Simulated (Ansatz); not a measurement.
**C$_{2}$H$_{5}$Ge: molecular dynamics (part 3 of 3)**

Continued. System: C$_{2}$H$_{5}$Ge, multiplicity 2, SMILES C=[CH][GeH2]. Method: UKS revPBE-d3bjatm/6-31G* (Ansatz 0.2.0). The geometry comes from this level: PBE0-D4/def2-TZVP.

## Trajectory as extended XYZ, continued
```
8
Properties=species:S:1:pos:R:3:forces:R:3 step=33 time_fs=33.0 energy=-58659.15124 temperature=611.6
C    -0.6045    1.1236   -0.6448   -2.1012  -1.0953   0.6852
C    -0.6205    0.1422    0.3125   -0.2413   0.4739  -0.5024
Ge    1.0178   -0.9615    0.7449   -1.5982   0.5910   0.4739
H    -1.5286    1.5767   -1.1089    0.5435  -0.2607   0.8259
H     0.2600    1.3557   -1.1788    1.9374   0.5770  -0.8994
H    -1.6260   -0.0767    0.7520    0.7209  -0.1776  -0.0265
H     2.1987   -0.2443    0.0489    0.2451  -0.2649  -0.3906
H     0.5249   -2.4367    0.4537    0.4938   0.1565  -0.1661
8
Properties=species:S:1:pos:R:3:forces:R:3 step=34 time_fs=34.0 energy=-58659.06848 temperature=522.1
C    -0.6069    1.1192   -0.6492   -3.2572  -1.0404   1.2851
C    -0.6185    0.1489    0.3109   -0.9281  -0.0534   0.0113
Ge    1.0174   -0.9623    0.7449   -1.3661   1.2321   0.5259
H    -1.5184    1.6164   -1.1020    0.5916  -0.4352   0.8402
H     0.2485    1.3393   -1.1463    3.1147   0.8998  -1.6349
H    -1.6352   -0.1021    0.7781    1.3221   0.1115  -0.3924
H     2.2056   -0.2495    0.0585    0.2475  -0.2540  -0.3627
H     0.5621   -2.4010    0.4551    0.2754  -0.4604  -0.2725
8
Properties=species:S:1:pos:R:3:forces:R:3 step=35 time_fs=35.0 energy=-58659.07592 temperature=530.2
C    -0.6119    1.1139   -0.6526   -2.6316  -0.6232   1.0068
C    -0.6171    0.1556    0.3093   -1.2394  -0.5812   0.4337
Ge    1.0168   -0.9629    0.7449   -1.0916   1.9519   0.5749
H    -1.5024    1.6520   -1.0870    0.4623  -0.4956   0.7350
H     0.2667    1.3315   -1.1294    2.6787   0.8051  -1.4276
H    -1.6317   -0.1264    0.8005    1.5574   0.3374  -0.6114
H     2.2150   -0.2573    0.0647    0.2182  -0.2473  -0.3162
H     0.6020   -2.3696    0.4538    0.0461  -1.1472  -0.3951
8
Properties=species:S:1:pos:R:3:forces:R:3 step=36 time_fs=36.0 energy=-58659.14703 temperature=613.7
C    -0.6190    1.1081   -0.6552   -0.6179  -0.0194   0.2027
C    -0.6168    0.1618    0.3080   -1.1938  -1.0487   0.7176
Ge    1.0160   -0.9633    0.7449   -0.8382   2.5667   0.5987
H    -1.4821    1.6830   -1.0649    0.1753  -0.4245   0.5322
H     0.3107    1.3313   -1.1261    0.9957   0.4158  -0.6190
H    -1.6133   -0.1476    0.8171    1.4503   0.4772  -0.6702
H     2.2264   -0.2674    0.0678    0.1644  -0.2402  -0.2594
H     0.6424   -2.3491    0.4487   -0.1357  -1.7269  -0.5025
8
Properties=species:S:1:pos:R:3:forces:R:3 step=37 time_fs=37.0 energy=-58659.16682 temperature=643.1
C    -0.6267    1.1023   -0.6577    1.4629   0.4342  -0.4328
C    -0.6174    0.1672    0.3074   -0.8093  -1.3778   0.7966
Ge    1.0152   -0.9633    0.7451   -0.6640   2.8432   0.5598
H    -1.4599    1.7099   -1.0377   -0.2005  -0.2408   0.2775
H     0.3642    1.3352   -1.1288   -0.6875   0.0377   0.0997
H    -1.5809   -0.1642    0.8273    1.0184   0.5073  -0.5536
H     2.2395   -0.2798    0.0685    0.0964  -0.2292  -0.2002
H     0.6816   -2.3452    0.4388   -0.2163  -1.9744  -0.5471
8
Properties=species:S:1:pos:R:3:forces:R:3 step=38 time_fs=38.0 energy=-58659.13335 temperature=606.2
C    -0.6331    1.0968   -0.6604    2.9133   0.6605  -0.7026
C    -0.6186    0.1714    0.3073   -0.1098  -1.5038   0.6183
Ge    1.0142   -0.9629    0.7453   -0.5778   2.6492   0.4328
H    -1.4397    1.7345   -1.0078   -0.5458  -0.0246   0.0420
H     0.4113    1.3394   -1.1305   -1.7891  -0.2041   0.4916
H    -1.5387   -0.1760    0.8322    0.2761   0.4010  -0.2425
H     2.2535   -0.2944    0.0672    0.0245  -0.2125  -0.1447
H     0.7187   -2.3601    0.4236   -0.1913  -1.7658  -0.4949
8
Properties=species:S:1:pos:R:3:forces:R:3 step=39 time_fs=39.0 energy=-58659.08820 temperature=552.4
C    -0.6373    1.0918   -0.6638    3.6208   0.7978  -0.7319
C    -0.6200    0.1745    0.3078    0.8000  -1.4209   0.2032
Ge    1.0132   -0.9622    0.7456   -0.5342   2.0624   0.2307
H    -1.4247    1.7590   -0.9774   -0.7238   0.0946  -0.1050
H     0.4413    1.3417   -1.1275   -2.3268  -0.3234   0.6167
H    -1.4938   -0.1839    0.8348   -0.6807   0.1638   0.2359
H     2.2677   -0.3111    0.0645   -0.0436  -0.1889  -0.0960
H     0.7541   -2.3921    0.4037   -0.1117  -1.1853  -0.3536
8
Properties=species:S:1:pos:R:3:forces:R:3 step=40 time_fs=40.0 energy=-58659.06101 temperature=521.8
C    -0.6385    1.0875   -0.6677    3.6356   0.9880  -0.6370
C    -0.6207    0.1765    0.3084    1.6217  -1.2429  -0.2733
Ge    1.0121   -0.9612    0.7460   -0.4790   1.2999  -0.0023
H    -1.4166    1.7844   -0.9480   -0.6617   0.0159  -0.1418
H     0.4491    1.3409   -1.1186   -2.4206  -0.3516   0.5570
H    -1.4554   -0.1904    0.8396   -1.5535  -0.0981   0.7181
H     2.2816   -0.3297    0.0609   -0.1027  -0.1582  -0.0547
H     0.7885   -2.4354    0.3803   -0.0398  -0.4530  -0.1660
8
Properties=species:S:1:pos:R:3:forces:R:3 step=41 time_fs=41.0 energy=-58659.07822 temperature=545.1
C    -0.6369    1.0840   -0.6722    3.0203   1.2318  -0.4118
C    -0.6201    0.1774    0.3088    1.9232  -1.1896  -0.5010
Ge    1.0109   -0.9600    0.7463   -0.3884   0.5617  -0.2222
H    -1.4148    1.8100   -0.9199   -0.4091  -0.2477  -0.1091
H     0.4337    1.3367   -1.1043   -2.0836  -0.2905   0.3329
H    -1.4317   -0.1977    0.8513   -1.9032  -0.1775   0.9086
H     2.2945   -0.3498    0.0568   -0.1499  -0.1203  -0.0200
H     0.8226   -2.4831    0.3553   -0.0094   0.2322   0.0226
8
Properties=species:S:1:pos:R:3:forces:R:3 step=42 time_fs=42.0 energy=-58659.12193 temperature=595.6
C    -0.6327    1.0814   -0.6770    1.7808   1.3813   0.0459
C    -0.6180    0.1774    0.3088    1.5302  -1.3799  -0.3084
Ge    1.0097   -0.9588    0.7466   -0.2688  -0.0483  -0.4034
H    -1.4169    1.8333   -0.8927   -0.0940  -0.5823  -0.0699
H     0.3983    1.3297   -1.0868   -1.1960  -0.1069  -0.0944
H    -1.4263   -0.2068    0.8718   -1.5450   0.0419   0.6368
H     2.3060   -0.3711    0.0525   -0.1843  -0.0753   0.0086
H     0.8567   -2.5288    0.3305   -0.0230   0.7695   0.1849
8
Properties=species:S:1:pos:R:3:forces:R:3 step=43 time_fs=43.0 energy=-58659.10063 temperature=564.7
C    -0.6272    1.0800   -0.6818   -0.0923   1.2556   0.8357
C    -0.6146    0.1763    0.3085    0.7434  -1.6779   0.1286
Ge    1.0085   -0.9575    0.7468   -0.1384  -0.5076  -0.5375
H    -1.4199    1.8511   -0.8662    0.1647  -0.8597  -0.0651
H     0.3514    1.3217   -1.0702    0.3656   0.2389  -0.7694
H    -1.4356   -0.2155    0.8984   -0.7674   0.4341   0.0644
H     2.3158   -0.3931    0.0482   -0.2066  -0.0226   0.0312
H     0.8906   -2.5671    0.3074   -0.0689   1.1391   0.3121
8
Properties=species:S:1:pos:R:3:forces:R:3 step=44 time_fs=44.0 energy=-58658.96364 temperature=401.2
C    -0.6217    1.0795   -0.6859   -2.1993   0.8321   1.8487
C    -0.6106    0.1738    0.3084   -0.0120  -1.8677   0.5096
Ge    1.0072   -0.9563    0.7470   -0.0133  -0.8340  -0.6262
H    -1.4214    1.8606   -0.8403    0.2955  -0.9946  -0.1032
H     0.3079    1.3159   -1.0609    2.2696   0.6786  -1.5691
H    -1.4523   -0.2200    0.9257    0.0115   0.7872  -0.5126
H     2.3236   -0.4154    0.0443   -0.2184   0.0381   0.0473
H     0.9239   -2.5946    0.2872   -0.1336   1.3603   0.4056
8
Properties=species:S:1:pos:R:3:forces:R:3 step=45 time_fs=45.0 energy=-58658.84599 temperature=266.0
C    -0.6180    1.0797   -0.6886   -3.2498   0.3991   2.5587
C    -0.6066    0.1699    0.3087   -0.5154  -1.8542   0.6801
Ge    1.0059   -0.9552    0.7471    0.0973  -1.0546  -0.6758
H    -1.4200    1.8607   -0.8152    0.2624  -0.9461  -0.1732
H     0.2860    1.3167   -1.0666    3.2668   0.9007  -2.0021
H    -1.4690   -0.2171    0.9481    0.5661   0.9874  -0.9146
H     2.3293   -0.4374    0.0408   -0.2206   0.1067   0.0565
H     0.9561   -2.6092    0.2709   -0.2069   1.4610   0.4705
8
Properties=species:S:1:pos:R:3:forces:R:3 step=46 time_fs=46.0 energy=-58658.90271 temperature=329.9
C    -0.6168    1.0803   -0.6892   -2.2422   0.2464   2.4663
C    -0.6031    0.1644    0.3095   -0.7309  -1.6483   0.6244
Ge    1.0046   -0.9543    0.7471    0.1907  -1.1874  -0.6929
H    -1.4161    1.8516   -0.7918    0.0584  -0.7071  -0.2591
H     0.2954    1.3260   -1.0916    2.3754   0.6326  -1.6166
H    -1.4802   -0.2046    0.9619    0.8449   1.0192  -1.0921
H     2.3329   -0.4585    0.0378   -0.2137   0.1822   0.0592
H     0.9863   -2.6097    0.2590   -0.2825   1.4624   0.5107
8
Properties=species:S:1:pos:R:3:forces:R:3 step=47 time_fs=47.0 energy=-58659.02886 temperature=482.7
C    -0.6175    1.0810   -0.6878   -0.0994   0.2030   1.8421
C    -0.6001    0.1576    0.3108   -0.6769  -1.2807   0.3540
Ge    1.0034   -0.9535    0.7470    0.2680  -1.2330  -0.6799
H    -1.4116    1.8358   -0.7708   -0.2751  -0.3180  -0.3467
H     0.3275    1.3415   -1.1321    0.4877   0.0928  -0.7072
H    -1.4834   -0.1824    0.9651    0.8505   0.9035  -1.0450
H     2.3345   -0.4778    0.0354   -0.1978   0.2622   0.0568
H     1.0139   -2.5963    0.2520   -0.3571   1.3702   0.5260
8
Properties=species:S:1:pos:R:3:forces:R:3 step=48 time_fs=48.0 energy=-58659.08194 temperature=555.9
C    -0.6183    1.0819   -0.6849    1.7830   0.0356   1.2270
C    -0.5976    0.1497    0.3124   -0.3624  -0.7842  -0.1231
Ge    1.0021   -0.9529    0.7468    0.3294  -1.1750  -0.6324
H    -1.4098    1.8169   -0.7531   -0.6292   0.1074  -0.4202
H     0.3645    1.3579   -1.1794   -1.1016  -0.3678   0.1636
H    -1.4784   -0.1514    0.9584    0.5808   0.6674  -0.7761
H     2.3342   -0.4947    0.0335   -0.1725   0.3444   0.0505
H     1.0381   -2.5696    0.2501   -0.4275   1.1721   0.5108
8
Properties=species:S:1:pos:R:3:forces:R:3 step=49 time_fs=49.0 energy=-58659.06800 temperature=545.9
C    -0.6176    1.0829   -0.6810    2.8646  -0.1709   0.8081
C    -0.5954    0.1412    0.3139    0.1931  -0.2176  -0.7682
Ge    1.0010   -0.9524    0.7466    0.3713  -0.9854  -0.5402
H    -1.4139    1.7990   -0.7394   -0.8356   0.3938  -0.4621
H     0.3909    1.3708   -1.2253   -2.0165  -0.6415   0.7704
H    -1.4679   -0.1140    0.9442    0.0499   0.3527  -0.3037
H     2.3322   -0.5083    0.0321   -0.1386   0.4261   0.0407
H     1.0583   -2.5317    0.2530   -0.4883   0.8429   0.4551
8
Properties=species:S:1:pos:R:3:forces:R:3 step=50 time_fs=50.0 energy=-58659.04558 temperature=522.8
C    -0.6146    1.0837   -0.6765    3.1198  -0.2232   0.5390
C    -0.5931    0.1325    0.3148    0.8670   0.3197  -1.4557
Ge    0.9998   -0.9521    0.7462    0.3897  -0.6344  -0.3918
H    -1.4261    1.7848   -0.7301   -0.7500   0.4059  -0.4613
H     0.3981    1.3776   -1.2639   -2.3748  -0.7619   1.1204
H    -1.4568   -0.0731    0.9271   -0.6210   0.0351   0.2734
H     2.3289   -0.5178    0.0311   -0.0987   0.5032   0.0282
H     1.0738   -2.4856    0.2603   -0.5321   0.3557   0.3477
```

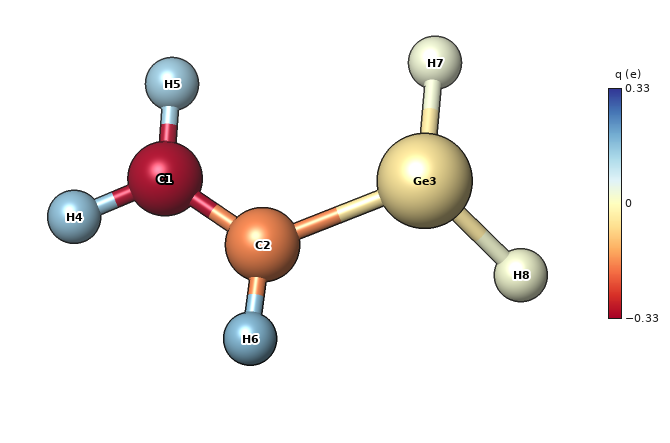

**Figure 1.** Mulliken charges, as the colour of each atom (ball-and-stick view, seen at a tilt; atoms are numbered from 1 in the order of the input). By element: C −0.32 to −0.17, Ge −0.05 and H +0.02 to +0.17 e.

The run was set up as follows.

## Input file
```yaml
crystal:
  periodic: [false, false, false]
  atoms:
    - {symbol: C, position_ang: [-0.562366, 1.104140, -0.571678]}
    - {symbol: C, position_ang: [-0.575458, 0.045870, 0.240681]}
    - {symbol: Ge, position_ang: [0.997796, -0.936213, 0.736775]}
    - {symbol: H, position_ang: [-1.466856, 1.660754, -0.800157]}
    - {symbol: H, position_ang: [0.348949, 1.453166, -1.048769]}
    - {symbol: H, position_ang: [-1.514543, -0.250786, 0.702391]}
    - {symbol: H, position_ang: [2.146158, -0.697594, -0.264046]}
    - {symbol: H, position_ang: [0.718420, -2.436535, 0.948904]}
basis:
  gaussian: {orbitals: "6-31G*"}
magnetization: {spin_polarized: true, initial_magnetization: 1}
hamiltonian: {xc: {name: revPBE}, dispersion: d3bjatm}
md: {timestep: 1 fs, n_steps: 50, ensemble: nvt_nose_hoover, temperature: 1000, initial_velocities: maxwell_boltzmann, seed: 415}
```

Launch command:
```bash
ansatz run in.yaml --threads 4 --pin off --events-out ev --progress --plain --max-ram 10444MiB
```

## Results in brief

| quantity | value |
| --- | --- |
| outcome | finished |
| mean temperature over the second half | 484 K |
| trajectory | 50 steps, 50 fs |
| ensemble | nvt_nose_hoover |
| temperature in the input | 1000 K |
| time step | 1 fs |
| potential energy (last step) | −58659.0456 eV |
| mean-field energy (last step) | −58658.6942 eV |
| dispersion energy (last step) | −0.3514 eV |
| ⟨S²⟩ (last step) | 0.753 |
| SCF solution under orbital rotations (last step) | stable |
| largest force (length of the vector) (last step) | 3.174 eV/Å |
| dipole moment (last step) | 1.20 D |
| hardware | 4 threads of Intel Xeon, 163 GiB of memory available, shared host |
| wall time | 35 s (CPU time 2.1 min) |
| peak memory | 0.35 GiB |

## Remarks

So short a trajectory is not equilibrated. The temperature stays far from the 1000 K of the thermostat over the second half: the run isn't equilibrated.
